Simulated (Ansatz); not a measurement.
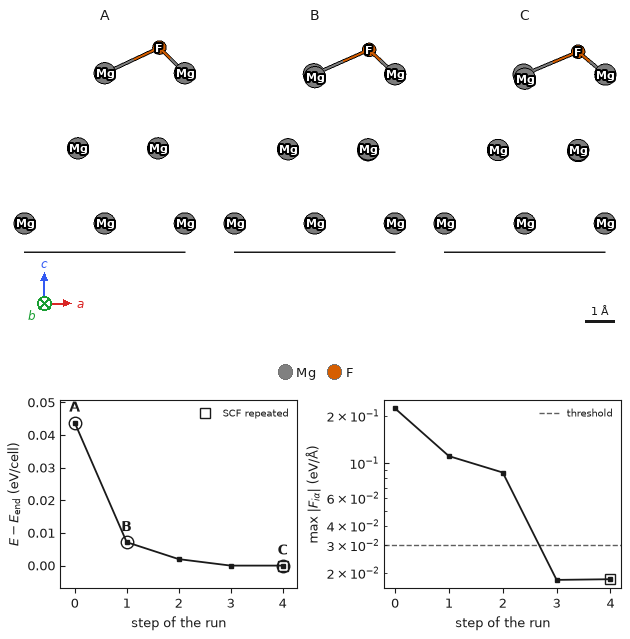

Frames of a constrained relaxation of a slab of composition Mg₁₂F, marked on the history of the run. The picture is a ball-and-stick view of the cell of the calculation, outlined in the plane, without the vacuum, seen along the b axis.

It is F on Mg(0001), set down by a guess. The run prepares an end point of a later path (adatom hop) calculation, from a guessed geometry. 4 atoms are held fixed.

Theory: Ansatz 0.2.0, DFT PBEsol, scalar-relativistic, plane waves, PAW.

Input
```yaml
crystal:
  lattice:
    - [6.42, 0.0, 0.0]
    - [3.21, 5.559883, 0.0]
    - [0.0, 0.0, 18.21304]
  atoms:
    - { symbol: Mg, position: [0.0, 0.0, 0.0549057] }
    - { symbol: Mg, position: [0.5, 0.0, 0.0549057] }
    - { symbol: Mg, position: [0.0, 0.5, 0.0549057] }
    - { symbol: Mg, position: [0.5, 0.5, 0.0549057] }
    - { symbol: Mg, position: [-0.1666667, 0.3333333, 0.1980186] }
    - { symbol: Mg, position: [0.3333333, 0.3333333, 0.1980186] }
    - { symbol: Mg, position: [-0.1666667, 0.8333333, 0.1980186] }
    - { symbol: Mg, position: [0.3333333, 0.8333333, 0.1980186] }
    - { symbol: Mg, position: [0.0, 0.0, 0.3411314] }
    - { symbol: Mg, position: [0.5, 0.0, 0.3411314] }
    - { symbol: Mg, position: [0.0, 0.5, 0.3411314] }
    - { symbol: Mg, position: [0.5, 0.5, 0.3411314] }
    - { symbol: F, position: [0.8416417, 0.8308567, 0.3899975] }
basis:
  ecutwfc: 420.0
kpoints:
  mp_grid: { grid: [4, 4, 1] }
hamiltonian:
  xc: pbesol
scf:
  occupations: { method: gaussian, width: 0.1 }
  lower_state_search: "off"
relax:
  f_tol: 0.03
  max_steps: 60
  adjacent_minimum: "off"
  constraints: [{ sites: [0, 1, 2, 3] }]
```

Command:
```bash
ansatz run input.yaml --threads 4 --pin off --max-ram 10240MiB --backend cpu --events-out ev --progress --plain --runs-dir out
```

> Describe the path.

The largest move is that of Mg12, 0.19 Å along the normal (−c). By element the largest moves are Mg 0.19 Å, F 0.15 Å. The cell stays as it was. Near-neighbour distances that change, for instance: Mg10–F13 2.098 → 2.050 Å, Mg9–F13 2.027 → 2.050 Å, Mg11–F13 2.044 → 2.049 Å. Among the angles between lasting bonds that change: Mg9–F13–Mg10 102.2° → 106.0°. The energy falls by 43.8 meV per cell of the calculation in 3 accepted moves (4 points after the start). The largest force component goes from 0.22 to 0.018 eV/Å. 1 step only repeated the SCF at the same geometry. From step 0 to 1: Mg12 moves most (0.14 Å), energy −36.6 meV per cell of the calculation. From step 1 to 4: F13 moves most (0.07 Å), energy −7.2 meV per cell of the calculation.

```tsv
step	E − E(0), meV/atom	largest force component, eV/Å	note
0	0.00	0.2236	
1	-2.82	0.1111	
2	-3.22	0.0873	
3	-3.37	0.0181	
4	-3.37	0.0183	same geometry, SCF repeated
```

Limits of the set-up: the cell has an odd number of electrons but was run without spin polarisation; the periodic images lie only 6.4 Å apart, so the values are limited by the cell's size.
